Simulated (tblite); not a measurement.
Molecular dynamics, with input and output: C3H9BOSi

System: C3H9BOSi.
Method: GFN2-xTB Langevin dynamics, gas phase (tblite 0.8.0).

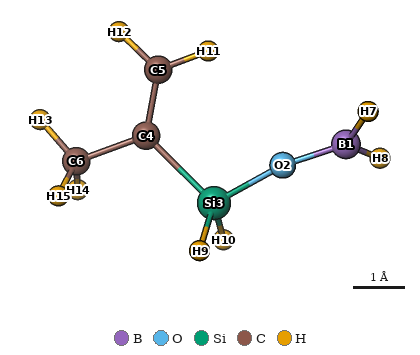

Fig. 1: The structure as given in the input (ball-and-stick view, seen at a tilt; atoms are numbered from 1 in the order of the input). Bond lengths as drawn: B–H 1.18 Å, B–O 1.31 Å, C–C 1.33 to 1.50 Å, C–H 1.08 to 1.09 Å, C–Si 1.89 Å, H–Si 1.47 Å and O–Si 1.62 Å.

### Input
```
{"job": {"kind": "md", "xc": "GFN2-xTB", "basis": "xTB", "temperature": 400, "steps": 2000, "every": 50}, "charge": 0, "multiplicity": 1}
B      2.889369     0.932682    -0.192112
O      1.776874     0.475900     0.329425
Si     0.647763    -0.623415     0.687352
C     -0.956120    -0.075501    -0.147604
C     -1.030909     0.979650    -0.949613
C     -2.165384    -0.909696     0.154233
H      3.146254     2.075223    -0.057508
H      3.617391     0.213956    -0.782504
H      0.574143    -0.568124     2.149969
H      1.018479    -1.972231     0.233053
H     -0.166218     1.584260    -1.169469
H     -1.955352     1.284532    -1.419194
H     -3.046931    -0.536004    -0.362844
H     -1.993367    -1.942137    -0.145060
H     -2.360406    -0.911108     1.225480
```

The first line tells a small driver script what to run in tblite; the rest is the geometry in Å.

Launched with:
```bash
OMP_NUM_THREADS=1 python <driver script> task.json out
```

### What the program printed
```
t/fs     T/K      E/eV
    0.0   319.0   -492.64147
   25.0   154.4   -492.15832
   50.0   305.2   -492.16445
   75.0   274.6   -491.98781
  100.0   325.0   -492.10372
  125.0   304.3   -492.15589
  150.0   313.2   -492.00754
  175.0   296.8   -491.97412
  200.0   316.4   -492.00907
  225.0   285.0   -491.97946
  250.0   299.9   -492.01135
  275.0   229.3   -492.05248
  300.0   416.7   -492.24465
  325.0   482.9   -492.09148
  350.0   485.3   -492.21695
  375.0   227.7   -491.74769
  400.0   399.3   -492.03178
  425.0   375.3   -491.92032
  450.0   423.5   -492.02214
  475.0   401.7   -492.01569
  500.0   360.2   -491.89600
  525.0   456.9   -492.02375
  550.0   397.2   -491.90808
  575.0   413.9   -492.04563
  600.0   349.9   -491.98827
  625.0   385.2   -491.82415
  650.0   332.6   -492.11001
  675.0   462.1   -492.21195
  700.0   396.5   -491.98824
  725.0   466.0   -492.08448
  750.0   337.7   -491.85511
  775.0   492.0   -491.93861
  800.0   304.5   -492.02864
  825.0   333.4   -492.01631
  850.0   336.5   -491.89866
  875.0   334.0   -492.05971
  900.0   351.5   -492.01637
  925.0   423.5   -492.01163
  950.0   433.9   -492.08952
  975.0   447.6   -492.25710
 1000.0   379.3   -492.04563
```

### Trajectory as extended XYZ (Å, eV, eV/Å), 14 of the 41 frames kept, from step=0 to step=40
```
15
Properties=species:S:1:pos:R:3:forces:R:3 step=0 time_fs=0.0 energy=-492.64147 temperature=319.0
B     2.8894    0.9327   -0.1921    0.0061   0.0057  -0.0044
O     1.7769    0.4759    0.3294   -0.0028  -0.0019   0.0024
Si    0.6478   -0.6234    0.6874    0.0033  -0.0029  -0.0060
C    -0.9561   -0.0755   -0.1476   -0.0035   0.0055   0.0031
C    -1.0309    0.9796   -0.9496   -0.0003  -0.0078  -0.0016
C    -2.1654   -0.9097    0.1542   -0.0026   0.0030  -0.0037
H     3.1463    2.0752   -0.0575    0.0021  -0.0014  -0.0007
H     3.6174    0.2140   -0.7825   -0.0044   0.0019   0.0030
H     0.5741   -0.5681    2.1500   -0.0022   0.0023   0.0054
H     1.0185   -1.9722    0.2331   -0.0027  -0.0024  -0.0012
H    -0.1662    1.5843   -1.1695   -0.0006  -0.0001   0.0018
H    -1.9554    1.2845   -1.4192    0.0022  -0.0009   0.0038
H    -3.0469   -0.5360   -0.3628    0.0007   0.0004  -0.0003
H    -1.9934   -1.9421   -0.1451    0.0010  -0.0049  -0.0027
H    -2.3604   -0.9111    1.2255    0.0039   0.0035   0.0012
15
Properties=species:S:1:pos:R:3:forces:R:3 step=3 time_fs=75.0 energy=-491.98781 temperature=274.6
B     2.8756    1.0664   -0.1972   -0.2798   0.5305  -0.3784
O     1.8333    0.3076    0.1290    0.8062   1.0727  -0.2296
Si    0.5127   -0.4799    0.6299    0.6435   1.2983   1.3686
C    -1.1024    0.0321   -0.1621   -1.5446  -0.1713  -1.0348
C    -1.4544    1.1634   -0.8147    1.9242  -0.0073   0.8649
C    -2.1432   -1.1175    0.0160    0.1959   0.6828   0.1756
H     2.8796    2.2945   -0.4881   -0.5745  -1.2763   0.4803
H     3.9463    0.5822   -0.3315   -0.1027  -0.2335   0.1632
H     0.5117   -0.1694    2.1964   -0.0935  -0.3721  -1.3627
H     0.8389   -1.8228    0.2677    0.0144  -0.8081  -0.0629
H    -0.7395    2.0333   -0.9250   -0.6955  -1.2533   0.2164
H    -2.4043    1.3717   -1.2421   -0.5784  -0.2177  -0.1185
H    -3.1313   -0.6489    0.1336    0.2391  -0.4823  -0.3455
H    -2.1456   -1.9619   -0.6974    0.0266   1.0572  -0.3316
H    -1.9137   -1.6515    0.9269    0.0191   0.1804   0.5949
15
Properties=species:S:1:pos:R:3:forces:R:3 step=6 time_fs=150.0 energy=-492.00754 temperature=313.2
B     2.5517    1.4214   -0.0598    1.8633  -2.1026   0.6793
O     1.7753    0.3842    0.0512   -1.0640  -0.4871   0.3245
Si    0.4686   -0.4401    0.5776    0.5739  -0.0289  -1.0396
C    -1.2322   -0.0202   -0.1587   -0.6380   1.5721  -0.0200
C    -1.7478    1.1483   -0.6289    2.6746  -0.2828   0.8375
C    -2.0948   -1.2349   -0.0521   -1.7814  -0.0778  -1.4883
H     2.2280    2.4174   -0.3807   -0.8928   2.2261  -0.7082
H     3.7140    1.2007    0.1864   -0.3233   0.2276  -0.1361
H     0.6028   -0.3294    2.0018   -0.1910   0.1661   0.6410
H     0.7490   -1.8512    0.2025    0.0705   0.2981  -0.0505
H    -1.0737    2.0811   -0.7579   -1.3950  -1.6457   0.2321
H    -2.7860    1.1853   -0.8344   -0.4865   0.3700  -0.4367
H    -3.0757   -1.1786   -0.6410    1.0912   0.3976   0.6849
H    -1.5464   -2.0084   -0.5677    0.0449  -0.6160   0.3291
H    -2.3974   -1.5221    0.9475    0.4537  -0.0166   0.1508
15
Properties=species:S:1:pos:R:3:forces:R:3 step=9 time_fs=225.0 energy=-491.97946 temperature=285.0
B     2.4223    1.4770   -0.4303    0.0651  -0.1857   0.4246
O     1.5679    0.6824    0.2322    0.3862   0.5622  -0.7392
Si    0.5915   -0.6074    0.3790    0.1257  -0.2004  -2.8710
C    -1.2008   -0.2499   -0.1594    1.0196  -1.0342   0.1094
C    -1.5059    0.9962   -0.4493   -1.4723   1.3394  -0.4838
C    -2.2061   -1.3957   -0.2754    0.0737   1.5422  -0.1845
H     2.0888    2.6130   -0.8323    0.3182  -1.2707   0.4625
H     3.5776    1.0412   -0.5454   -1.0007   0.5999  -0.0480
H     0.4867   -0.9096    1.7275    0.2928  -0.4955   1.7967
H     1.0901   -1.6019   -0.7320   -0.2287   0.5696   1.0826
H    -0.8166    1.8586   -0.3950   -0.4385  -0.9040  -0.0022
H    -2.5517    1.2649   -0.7602    1.0028  -0.1248   0.2458
H    -3.1362   -0.8984   -0.0500   -0.6527  -0.3896   0.1084
H    -2.2615   -1.7751   -1.2780    0.1034   0.0801  -0.6570
H    -2.0613   -2.2632    0.3295    0.4054  -0.0885   0.7558
15
Properties=species:S:1:pos:R:3:forces:R:3 step=12 time_fs=300.0 energy=-492.24465 temperature=416.7
B     2.2834    1.4829   -0.6479   -0.1661   0.2579  -0.4922
O     1.4289    0.6086   -0.2149    0.4000   1.2822  -0.0956
Si    0.6948   -0.6797    0.2729   -1.1750  -1.9258   0.3471
C    -1.1376   -0.3208   -0.1346    0.2708   0.7057  -0.2631
C    -1.5806    0.9395   -0.1496    0.3995   0.5043  -0.0907
C    -2.0504   -1.4493   -0.4156   -0.9882   0.0793  -1.3212
H     1.9732    2.6136   -0.7866    0.0804  -0.0343   0.2007
H     3.2722    1.0362   -1.0280    0.9371   0.0898  -0.2692
H     1.0693   -0.7500    1.7059   -0.1825  -0.0985  -0.2770
H     1.0541   -1.9379   -0.4924    0.0021   0.5700   0.3692
H    -0.8465    1.7357   -0.0378   -0.2220  -0.1201   0.2378
H    -2.5910    1.3412   -0.3138    0.4334  -0.7613  -0.0593
H    -2.3349   -1.8450    0.5219   -0.6141  -0.5853   0.9601
H    -2.9581   -1.0528   -0.9612    0.8076  -0.6347   0.5934
H    -1.6246   -2.2920   -0.9911    0.0169   0.6708   0.1602
15
Properties=species:S:1:pos:R:3:forces:R:3 step=15 time_fs=375.0 energy=-491.74769 temperature=227.7
B     2.2988    1.7250   -0.4297    0.4449  -1.9265  -1.5535
O     1.5038    0.8472    0.1357   -0.0633   0.8206   0.3794
Si    0.8108   -0.5857    0.1782   -1.0964  -0.6623   0.6806
C    -1.0472   -0.5255   -0.3036    0.7102  -1.4131   1.4780
C    -1.6945    0.5924   -0.1526    1.9068   2.0735   0.3661
C    -1.6536   -1.8737   -0.2964   -1.1581  -1.9051  -1.9734
H     2.3476    2.7960   -0.1158    0.0359   1.4451   0.6133
H     2.9428    1.3067   -1.3935   -0.2726   0.4829   0.6712
H     0.8634   -1.1468    1.5563    0.1080   0.4006  -0.1748
H     1.5648   -1.4607   -0.6380    0.5050  -0.7964  -0.8110
H    -1.0608    1.4517    0.0812   -0.0549   0.1431  -0.3257
H    -2.6514    0.9246   -0.2916   -2.3858  -0.2181  -0.2335
H    -1.2518   -2.5570    0.4120    0.9627  -0.0641   0.9674
H    -2.7604   -2.0893   -0.1327    1.0157   1.2564  -0.6617
H    -1.3374   -2.3639   -1.2651   -0.6581   0.3632   0.5777
15
Properties=species:S:1:pos:R:3:forces:R:3 step=18 time_fs=450.0 energy=-492.02214 temperature=423.5
B     2.0442    2.0658   -0.1754   -0.4366  -0.9731   0.3021
O     1.3564    0.9947    0.2876    0.6750   1.9870  -0.0512
Si    0.8585   -0.5396    0.3080    0.4927   0.4080  -0.0616
C    -0.9980   -0.6273    0.1377    0.0572  -1.6174  -1.1155
C    -1.7631    0.3989   -0.1500    1.3499   2.1338  -0.3242
C    -1.5528   -2.0441    0.0169   -2.1676   1.1743   2.1735
H     2.3114    3.1206    0.3050   -0.6270  -0.4957   0.6380
H     2.5239    1.9634   -1.2163    0.2856  -0.2464  -0.9007
H     1.0734   -0.8709    1.6912    0.4032  -0.4022   0.5393
H     1.6869   -1.1929   -0.7226   -0.2917  -0.2392   0.1457
H    -1.2960    1.4285   -0.2423   -0.7667  -1.2427   0.3482
H    -2.7780    0.3224   -0.4002   -1.1164  -0.0159  -0.0957
H    -1.4392   -2.5722    1.0066   -0.2226   0.4311  -1.0214
H    -2.6493   -1.9954   -0.2745    0.9656  -0.0047   0.7381
H    -1.1444   -2.6250   -0.7317    1.3995  -0.8967  -1.3146
15
Properties=species:S:1:pos:R:3:forces:R:3 step=22 time_fs=550.0 energy=-491.90808 temperature=397.2
B     1.2266    2.3721    0.3204   -0.5750   0.8304  -1.1182
O     1.0622    1.1992   -0.1978   -0.1512  -1.7881  -0.3348
Si    0.8070   -0.3772    0.1667   -1.5715   1.5066   2.1954
C    -1.0806   -0.6508    0.1401    1.0207   2.0089  -1.2470
C    -1.9136    0.3632   -0.0484    2.0153   0.8291  -0.2596
C    -1.5628   -1.9964    0.2764   -1.3711  -1.1220   3.2750
H     1.5132    2.4813    1.3927    0.6002   0.3061   1.7419
H     0.9527    3.2948   -0.3506    0.1346   0.2224  -0.1343
H     1.2037   -0.7468    1.5581    0.1161   0.1282  -0.3159
H     1.4234   -1.1183   -0.7961    1.3620  -1.2901  -1.9087
H    -1.5476    1.3697   -0.2027    0.1489  -0.0159   0.2142
H    -2.9241    0.2867   -0.1922   -2.2431  -0.4593  -0.0225
H    -1.0383   -2.2855    1.2849   -1.1654  -0.4888  -1.6987
H    -2.6909   -1.9180    0.4649    1.3662  -0.6170  -0.2338
H    -1.3704   -2.7133   -0.4986    0.3134  -0.0506  -0.1528
15
Properties=species:S:1:pos:R:3:forces:R:3 step=25 time_fs=625.0 energy=-491.82415 temperature=385.2
B     1.2330    2.6826    0.3092   -0.6046  -0.1893   0.9761
O     1.0501    1.3833    0.1316    0.4253   0.2602   0.1795
Si    0.7709   -0.2175   -0.1036   -1.1592   2.0467   1.9593
C    -1.1082   -0.3196    0.1211   -1.9220  -0.8761  -0.9247
C    -2.0165    0.6234   -0.2173    2.7540   0.3024   0.1684
C    -1.5968   -1.7785    0.2011    0.8577  -0.7847  -0.5744
H     1.6836    3.1685    1.4008   -0.3139  -0.7375  -1.4267
H     0.6939    3.3946   -0.4876    0.4717   0.0061   0.2008
H     1.3560   -1.0378    0.9225    0.2932  -0.3259   0.5673
H     1.4699   -0.4232   -1.2753    0.7646  -0.4962  -1.9948
H    -1.6372    1.6232   -0.4500   -0.1948  -0.2704   0.2180
H    -3.0490    0.5187   -0.3276   -1.1533  -0.4558   0.1758
H    -0.7254   -2.4380    0.4756   -1.1033   0.5453   0.2692
H    -2.5328   -2.0874    0.6957    0.7055   0.7790   0.5258
H    -1.8199   -2.1002   -0.8201    0.1790   0.1963  -0.3195
15
Properties=species:S:1:pos:R:3:forces:R:3 step=28 time_fs=700.0 energy=-491.98824 temperature=396.5
B     1.5524    2.3549    0.7425   -0.9799   0.4414  -1.4971
O     1.0444    1.1439    0.5853    0.7579   0.3838   0.1483
Si    0.5506   -0.0304   -0.4077    0.8197  -0.3800   1.2640
C    -1.2522   -0.2130   -0.0809   -0.5748   0.2889  -0.2809
C    -2.0603    0.8354   -0.2268    1.1035  -0.3519   0.1169
C    -1.8375   -1.5785   -0.0928   -0.5827   0.1728  -3.0252
H     2.5131    2.6330    1.3251    0.1651  -0.2201   0.5134
H     1.0280    3.2180    0.0378    0.3916  -0.3236   0.6410
H     1.2632   -1.2296    0.0457    0.1193  -0.0650   0.0397
H     0.9217    0.2150   -1.7623    0.1046   0.2751  -0.8097
H    -1.7836    1.8614   -0.3000    0.3931   0.2480   0.0213
H    -3.0631    0.6160   -0.3065   -2.1824   0.0215   0.0766
H    -1.6180   -2.2189    0.6746    1.0304  -1.1407   2.1064
H    -2.9350   -1.5559   -0.1298    0.2017   0.1056  -0.3333
H    -1.4232   -2.0923   -1.0310   -0.7671   0.5442   1.0185
15
Properties=species:S:1:pos:R:3:forces:R:3 step=31 time_fs=775.0 energy=-491.93861 temperature=492.0
B     1.3173    1.7154    1.6716    0.3993  -0.0256  -0.9445
O     1.2647    0.7715    0.7377    0.4541   1.5178   1.7655
Si    0.6755   -0.1313   -0.3920   -2.2064  -2.1109  -0.2688
C    -1.2916   -0.2790   -0.1715    1.6894  -3.9238  -0.5919
C    -2.0870    0.7396   -0.0915   -0.8306   0.8018  -0.3035
C    -1.8186   -1.8266   -0.2838    0.5441   1.9756   0.9265
H     1.7166    1.4725    2.7276    0.0390  -0.2919   0.5061
H     1.1500    2.8399    1.3707   -0.2091   0.0852  -0.0502
H     1.1610   -1.5047   -0.1084    0.1207   0.2728  -0.0925
H     0.9546    0.2869   -1.7298    0.2571   0.3773  -0.5822
H    -1.7509    1.7457   -0.0587    0.5819   0.5827   0.1298
H    -3.1428    0.7049   -0.1788   -0.8921  -0.4026   0.2347
H    -1.7850   -2.3393    0.6843    0.1081   0.5826   0.1798
H    -2.8636   -1.8508   -0.5716    0.1227   0.0844  -0.4163
H    -1.1678   -2.4479   -0.8901   -0.1784   0.4747  -0.4923
15
Properties=species:S:1:pos:R:3:forces:R:3 step=34 time_fs=850.0 energy=-491.89866 temperature=336.5
B     1.2109    1.5040    2.0454    0.4589   0.7472  -1.0825
O     1.0550    0.6225    1.0758    0.0366  -0.0033  -0.1726
Si    0.8248   -0.2946   -0.2563    0.5011   1.0684   0.0370
C    -1.0146   -0.3033   -0.4547   -1.3152  -0.6264   0.5512
C    -1.7063    0.7954   -0.1758   -0.5282   0.0742  -0.6079
C    -1.8708   -1.5618   -0.5638   -0.6315  -0.2282  -1.2559
H     1.3993    1.0254    3.1221   -0.1570   0.6487  -0.1471
H     1.3007    2.7780    1.6728   -0.2105  -1.8959   0.8846
H     1.4502   -1.5655   -0.1616    0.3103  -0.9284   0.4539
H     1.4748    0.3132   -1.4167    0.0542   0.3033  -0.1012
H    -1.3067    1.7845   -0.0576    0.1836  -0.0268   0.1015
H    -2.7844    0.7097   -0.2244   -0.0640   0.3449   0.1913
H    -2.5911   -1.5911    0.2867    0.3392   0.0110  -0.9426
H    -2.4073   -1.6537   -1.5930    0.4790   0.6580   1.7273
H    -1.3154   -2.4854   -0.5612    0.5432  -0.1467   0.3629
15
Properties=species:S:1:pos:R:3:forces:R:3 step=37 time_fs=925.0 energy=-492.01163 temperature=423.5
B     1.5161    1.4662    1.9741   -1.4321  -1.2006   0.3976
O     1.3680    0.3504    1.2941   -0.8577  -0.6453  -1.5842
Si    0.8972   -0.4831   -0.0785   -0.0579   1.6910   0.6557
C    -0.9912   -0.1449   -0.3766    0.3504   0.2812  -0.0142
C    -1.4799    1.0880   -0.2044    2.8777  -0.4342   0.1096
C    -1.9076   -1.2519   -0.8310   -0.0189   0.5168   0.0751
H     0.6468    1.8859    2.6599   -0.0579   0.0886  -0.2413
H     2.5685    1.7990    2.0495    1.9709   1.1537   0.2257
H     1.0682   -1.8324    0.3293    0.1815  -0.8364   0.1839
H     1.8574    0.0320   -1.1193   -0.5524  -0.2904   0.2863
H    -0.7474    1.8961   -0.0383   -0.8004  -0.3173   0.1477
H    -2.4873    1.2921   -0.2061   -1.8075   0.5894  -0.1836
H    -2.9516   -0.8606   -0.8836    0.5881  -0.8056   0.7433
H    -1.6748   -1.4075   -1.8680    0.3428  -0.4042  -0.6101
H    -1.6891   -2.1928   -0.2926   -0.7267   0.6133  -0.1915
15
Properties=species:S:1:pos:R:3:forces:R:3 step=40 time_fs=1000.0 energy=-492.04563 temperature=379.3
B     1.4584    1.1040    2.2474    0.0516  -0.8060   0.3420
O     1.6771    0.4286    1.1072   -0.5917   0.0791   0.6143
Si    0.8736   -0.6301    0.1382    0.7713   0.7026   0.0013
C    -0.7062    0.0239   -0.6384    0.5728  -2.5876   0.3995
C    -1.2409    1.1560   -0.3313    0.9709   1.9385   1.5489
C    -1.4005   -1.0442   -1.4063   -0.6707   0.7713  -0.8412
H     0.4472    1.7012    2.4687    0.3508   0.0131  -0.3283
H     2.1689    0.9063    3.2140   -0.0878   0.2724  -0.8020
H     0.6765   -1.8069    0.9624   -0.1068  -0.2207   0.1285
H     1.7381   -0.8729   -1.0201    0.2655   0.0283   0.1637
H    -0.6575    1.7346    0.3859   -0.4555   0.4249  -0.3711
H    -2.1179    1.5705   -0.7016   -1.3186   0.4664  -0.5205
H    -1.7905   -0.5954   -2.3305   -0.1810  -0.4225   0.1918
H    -0.7019   -1.8020   -1.6373    0.5796  -0.8607  -0.5143
H    -2.1976   -1.5062   -0.8308   -0.1503   0.2009  -0.0126
```

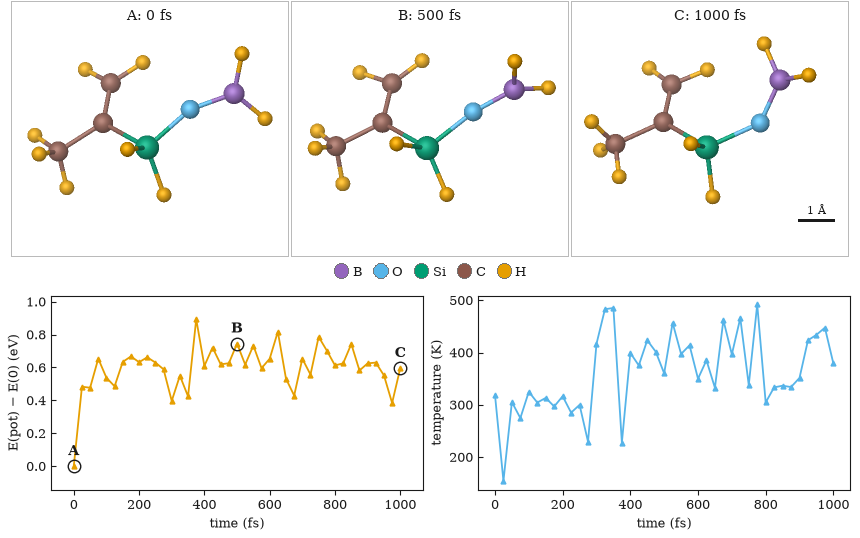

Fig. 2: Frames of the molecular dynamics (ball-and-stick, seen at a tilt) above the curves, on which the letters mark them. The trajectory kept here has 41 frames over 1000 fs. The temperature starts at 319 K, ranges from 154 to 492 K and averages 390 K over the second half. The potential energy ends 0.596 eV above its first value. After an unweighted best fit of the last frame on the first, the root-mean-square displacement is 0.67 Å, and H8 has moved furthest (1.42 Å).

### Results in brief

- outcome: finished
- mean temperature over the second half: 390 K
- trajectory: 41 frames kept, 1000 fs
- hardware: 1 CPU thread, shared host
- wall time: 10 s
- peak memory: 0.18 GiB
